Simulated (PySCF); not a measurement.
**One shape, several levels: C3H9MgN (SMILES C[CH](C)[Mg][NH2])**

Aim: a comparison of 5 runs (HF/3-21G, HF/6-311G**, r2SCAN/6-31G*, PBE/def2-SVP, CAM-B3LYP/6-311+G**) of C3H9MgN. 

The calculation is run with PySCF 2.14.0.

**1. The system as given**

C3H9MgN: 14 atoms, total charge 0, spin state singlet. As SMILES, `C[CH](C)[Mg][NH2]`. The shape is that of a PBE0-D4/def2-TZVP optimisation.

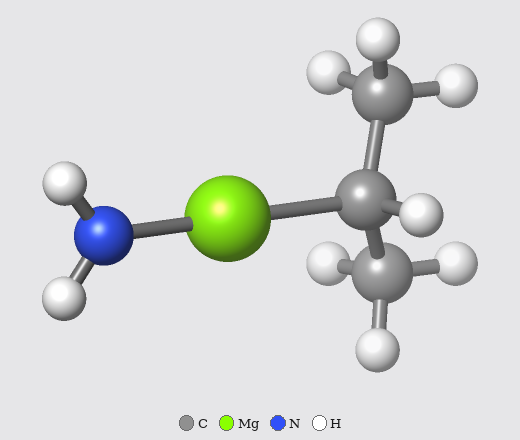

The structure, seen from a chosen angle (carbon grey, magnesium green, nitrogen blue, hydrogen white).

**2. Energy and gradient at HF/3-21G (run 1)**

The input, job.py:

```python
import pyscf.grad
from pyscf import gto, scf

mol = gto.M(
    atom='''
C     -0.983980     1.008547     3.087624
C      0.902533     0.580524     0.944863
C      2.504832    -1.760847     1.476821
Mg    -0.826944     0.500777    -2.650530
N     -2.385590     0.428779    -5.870056
H     -0.034204     1.106624     4.935398
H     -2.055833     2.764669     2.869927
H     -2.362347    -0.531013     3.225574
H      2.183390     2.215893     0.907635
H      3.999794    -2.041660     0.074833
H      3.433254    -1.646707     3.334611
H      1.365327    -3.489946     1.503844
H     -1.744406    -0.472054    -7.424734
H     -4.020014     1.281234    -6.361385
''',
    max_memory=1860,
    unit='bohr',
    basis='3-21g',
    verbose=3,
    charge=0,
    spin=0,
)

hf = scf.RHF(mol)
hf.conv_tol = 1e-10
hf.kernel()
if not hf.converged:
    hf = hf.newton().run(hf.mo_coeff, hf.mo_occ)

e_final = hf.e_tot
print('E = %.10f Eh' % e_final)
grad = hf.Gradients().kernel()
dip = hf.dip_moment()
pop, q = hf.mulliken_pop()
```

The run is started by

```sh
$ OMP_NUM_THREADS=1 python job.py
```

The program printed:

```text
converged SCF energy = -370.805011268363
[... 9 lines left out ...]
Dipole moment(X, Y, Z, Debye): -0.31478,  0.13301, -0.92102
[... 82 lines left out ...]
charge of   13H =      0.28102
```

It took 5.7 s on 1 thread of Intel Xeon at 2.70GHz, shared host; peak memory 0.14 GiB.

**3. Energy and forces at HF/6-311G(d,p) (run 2)**

The input, job.py:

```python
import pyscf.grad
from pyscf import gto, scf

mol = gto.Mole()
mol.atom = '''
C   -0.520700   0.533700   1.633900
C    0.477600   0.307200   0.500000
C    1.325500  -0.931800   0.781500
Mg  -0.437600   0.265000  -1.402600
N   -1.262400   0.226900  -3.106300
H   -0.018100   0.585600   2.611700
H   -1.087900   1.463000   1.518700
H   -1.250100  -0.281000   1.706900
H    1.155400   1.172600   0.480300
H    2.116600  -1.080400   0.039600
H    1.816800  -0.871400   1.764600
H    0.722500  -1.846800   0.795800
H   -0.923100  -0.249800  -3.929000
H   -2.127300   0.678000  -3.366300
'''
mol.basis = '6-311g**'
mol.max_memory = 1860
mol.verbose = 4
mol.build()

hf = scf.RHF(mol)
hf.conv_tol = 1e-10
hf.kernel()
if not hf.converged:
    hf = hf.newton().run(hf.mo_coeff, hf.mo_occ)

e_final = hf.e_tot
print('E = %.10f Eh' % e_final)
grad = hf.Gradients().kernel()
dip = hf.dip_moment()
pop, q = hf.mulliken_pop()
```

The run is started by

```sh
$ OMP_NUM_THREADS=1 python job.py
```

The program printed:

```text
PySCF version 2.14.0

[... 72 lines left out ...]
converged SCF energy = -372.936513084072
[... 12 lines left out ...]
Dipole moment(X, Y, Z, Debye): -0.13275,  0.18225, -0.61542
[... 167 lines left out ...]
charge of   13H =      0.20170
```

Run time: 35 s. Hardware: 1 thread of Intel Xeon at 2.70GHz, shared host; peak memory 0.62 GiB.

Run 3 isn't shown in full; the table further down has it.

**4. Energy and forces at PBE/def2-SVP (run 4)**

The input, calc.py:

```python
import pyscf.grad
from pyscf import gto, dft

system = gto.Mole()
system.atom = '''
C     -0.520700     0.533700     1.633900
C      0.477600     0.307200     0.500000
C      1.325500    -0.931800     0.781500
Mg    -0.437600     0.265000    -1.402600
N     -1.262400     0.226900    -3.106300
H     -0.018100     0.585600     2.611700
H     -1.087900     1.463000     1.518700
H     -1.250100    -0.281000     1.706900
H      1.155400     1.172600     0.480300
H      2.116600    -1.080400     0.039600
H      1.816800    -0.871400     1.764600
H      0.722500    -1.846800     0.795800
H     -0.923100    -0.249800    -3.929000
H     -2.127300     0.678000    -3.366300
'''
system.basis = 'def2-svp'
system.charge = 0
system.max_memory = 1860
system.verbose = 4
system.build()

myscf = dft.RKS(system)
myscf.xc = 'pbe'
myscf.grids.level = 5
myscf.conv_tol = 1e-10
myscf.kernel()
if not myscf.converged:
    myscf = myscf.newton().run(myscf.mo_coeff, myscf.mo_occ)

e_final = myscf.e_tot
print('E = %.10f Eh' % e_final)
grad = myscf.Gradients().kernel()
myscf.analyze()
```

The run is started by

```sh
$ OMP_NUM_THREADS=1 python calc.py
```

The program printed:

```text
PySCF version 2.14.0

[... 120 lines left out ...]
MO #9   energy= -1.69920622071546  occ= 2
[... 21 lines left out ...]
MO #31  energy= 0.105824962293701  occ= 0
[... 21 lines left out ...]
MO #53  energy= 0.607951953681413  occ= 0
[... 21 lines left out ...]
MO #75  energy= 1.24166162727555   occ= 0
[... 21 lines left out ...]
MO #97  energy= 2.0860875555003    occ= 0
[... 21 lines left out ...]
MO #119 energy= 3.33716408464975   occ= 0
[... 136 lines left out ...]
Dipole moment(X, Y, Z, Debye): -0.16200,  0.11652, -0.55839
```

It took 76 s on 1 thread of Intel Xeon at 2.70GHz, shared host; peak memory 1.3 GiB.

**5. Energy and forces at CAM-B3LYP/6-311+G(d,p) (run 5)**

The input, run.py:

```python
import pyscf.grad
from pyscf import gto, dft

mol = gto.Mole()
mol.atom = '''
C       -0.520700       0.533700       1.633900
C        0.477600       0.307200       0.500000
C        1.325500      -0.931800       0.781500
Mg      -0.437600       0.265000      -1.402600
N       -1.262400       0.226900      -3.106300
H       -0.018100       0.585600       2.611700
H       -1.087900       1.463000       1.518700
H       -1.250100      -0.281000       1.706900
H        1.155400       1.172600       0.480300
H        2.116600      -1.080400       0.039600
H        1.816800      -0.871400       1.764600
H        0.722500      -1.846800       0.795800
H       -0.923100      -0.249800      -3.929000
H       -2.127300       0.678000      -3.366300
'''
mol.basis = '6-311+g**'
mol.max_memory = 1860
mol.verbose = 4
mol.spin = 0
mol.build()

mf = dft.RKS(mol)
mf.xc = 'cam-b3lyp'
mf.conv_tol = 1e-10
mf.grids.level = 5
mf.kernel()
if not mf.converged:
    mf = mf.newton().run(mf.mo_coeff, mf.mo_occ)

e_final = mf.e_tot
print('E(%s) = %.9f' % ('CAM-B3LYP', e_final))
grad = mf.Gradients().kernel()
mf.analyze()
```

The run is started by

```sh
$ OMP_NUM_THREADS=1 python run.py
```

The program printed:

```text
PySCF version 2.14.0

[... 123 lines left out ...]
MO #17  energy= -0.456069442247754 occ= 2
[... 30 lines left out ...]
MO #48  energy= 0.226140193474562  occ= 0
[... 30 lines left out ...]
MO #79  energy= 0.713361178604654  occ= 0
[... 30 lines left out ...]
MO #110 energy= 1.70191742049426   occ= 0
[... 30 lines left out ...]
MO #141 energy= 2.70743524651922   occ= 0
[... 30 lines left out ...]
MO #172 energy= 103.505358397406   occ= 0
[... 189 lines left out ...]
Dipole moment(X, Y, Z, Debye):  0.02788,  0.18484, -0.27165
```

It took 4.6 min on 1 thread of Intel Xeon at 2.70GHz, shared host; peak memory 2.3 GiB.

**6. The series**

```
run                                level  integration grid  energy (Eh)  dipole moment (D)  HOMO energy (eV)  LUMO energy (eV)  wall time
  1                             HF/3-21G                 –  -370.805011               0.98             -8.59              2.29      5.7 s
  2                          HF/6-311G**                 –  -372.936513               0.66             -8.80              1.66       35 s
  3  r2SCAN/6-31G* (spherical functions)                 5  -374.396106               0.70             -4.70             -0.67    1.7 min
  4                         PBE/def2-SVP                 5  -373.998072               0.59             -4.61             -1.19       76 s
  5                  CAM-B3LYP/6-311+G**                 5  -374.524052               0.33             -7.54             -0.25    4.6 min
```

**7. What came out**

```
                       quantity          value
            run 5: total energy  -374.52405 Eh
           run 5: dipole moment         0.33 D
             run 5: HOMO energy       -7.54 eV
             run 5: LUMO energy       -0.25 eV
           run 5: HOMO–LUMO gap        7.29 eV
run 5: largest force on an atom     0.230 eV/Å
```

What this shows: The dipole moment (its size) runs from 0.33 D (CAM-B3LYP/6-311+G**) to 0.98 D (HF/3-21G). The two ends differ in method and basis. The HOMO–LUMO gap runs from 3.42 eV (PBE/def2-SVP) to 10.88 eV (HF/3-21G). Totals of different functionals can't be ranked against each other. All runs together took 8.3 min, the longest 4.6 min.
